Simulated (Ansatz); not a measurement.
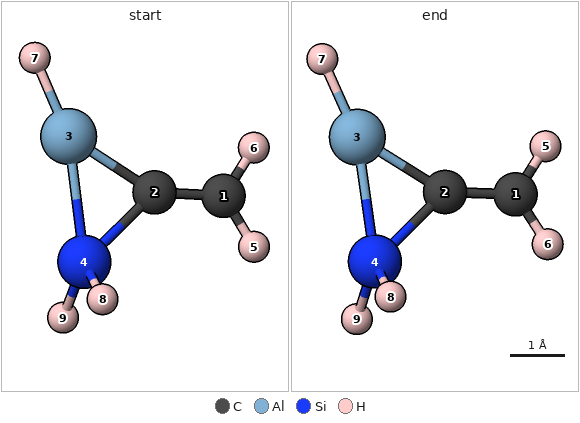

The two relaxed end points of a path for C2H5AlSi. A ball-and-stick model, seen at a tilt.

Computed with RKS PBE/def2-SVP (Ansatz).

Input
```yaml
crystal:
  periodic: [false, false, false]
  atoms:
    - { symbol: C, position_ang: [-0.788847, 1.24141, -0.858733] }
    - { symbol: C, position_ang: [-0.000951, 0.281644, -0.324567] }
    - { symbol: Al, position_ang: [1.659586, -0.738064, -0.335561] }
    - { symbol: Si, position_ang: [-0.157158, -0.936976, 1.181659] }
    - { symbol: H, position_ang: [-1.785232, 1.50069, -0.445297] }
    - { symbol: H, position_ang: [-0.48169, 1.827384, -1.747771] }
    - { symbol: H, position_ang: [3.060758, -0.945752, -1.08276] }
    - { symbol: H, position_ang: [-1.272563, -1.951618, 1.072399] }
    - { symbol: H, position_ang: [-0.233914, -0.278727, 2.54064] }
basis:
  gaussian: { orbitals: def2-SVP }
hamiltonian:
  xc: pbe
neb:
  order_check: false
  images: 7
  f_tol: 0.05
  max_iterations: 60
  initial_path: idpp
  final_atoms:
    - { symbol: C, position_ang: [-0.78893368, 1.24219959, -0.85870034] }
    - { symbol: C, position_ang: [0.01072936, 0.30237748, -0.30667459] }
    - { symbol: Al, position_ang: [1.66721043, -0.72507716, -0.32392793] }
    - { symbol: Si, position_ang: [-0.16132578, -0.94274658, 1.17636201] }
    - { symbol: H, position_ang: [-0.47223042, 1.8415313, -1.73565088] }
    - { symbol: H, position_ang: [-1.80376769, 1.47235264, -0.47314228] }
    - { symbol: H, position_ang: [3.06005392, -0.94701413, -1.0828155] }
    - { symbol: H, position_ang: [-1.28530297, -1.94755088, 1.06337109] }
    - { symbol: H, position_ang: [-0.22644417, -0.29608126, 2.54118742] }
```

Launched with:
```bash
ansatz run input.yaml --threads 1 --pin off --max-ram 2048MiB --backend cpu --events-out ev --progress --plain --runs-dir out
```

### What barrier does the band find between them, and by what path?

The barrier is about 11.2 kcal/mol in both directions, with image 4 at the top; the ends have the same energy. Image 1 lies below both ends, at −0.3 kcal/mol, which points to an intermediate minimum that so few images don't resolve. The motion is an edge inversion through a T-shaped arrangement: the angle C1–C2–Si4 opens from 135° to 165° on the way. No bond forms or breaks between the ends. Bond angles that change up to the highest image, for instance: C1–C2–Al3 150.0° → 87.7°, C1–C2–Si4 134.8° → 164.8°. The band converged in 16 iterations. The largest component of the band force went from 1.6 to 0.037 eV/Å. The climbing image converged on the top of the path. Its vibrational analysis gives one imaginary mode (277i cm⁻¹), as a transition state must have.

Energies of the converged images:

| image | path (Å) | E (kcal/mol) |
| --- | --- | --- |
| 0 | 0.00 | 0.0 |
| 1 | 0.83 | -0.3 |
| 2 | 1.66 | 0.9 |
| 3 | 2.48 | 4.8 |
| 4 | 3.31 | 11.2 |
| 5 | 4.13 | 4.9 |
| 6 | 4.94 | 1.0 |
| 7 | 5.75 | -0.2 |
| 8 | 6.57 | 0.0 |

The geometry at the top of the path:

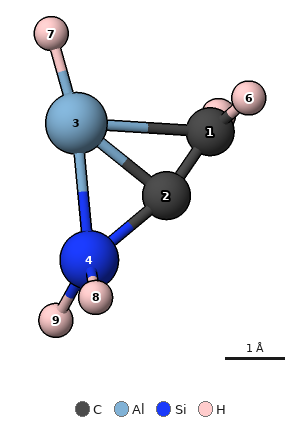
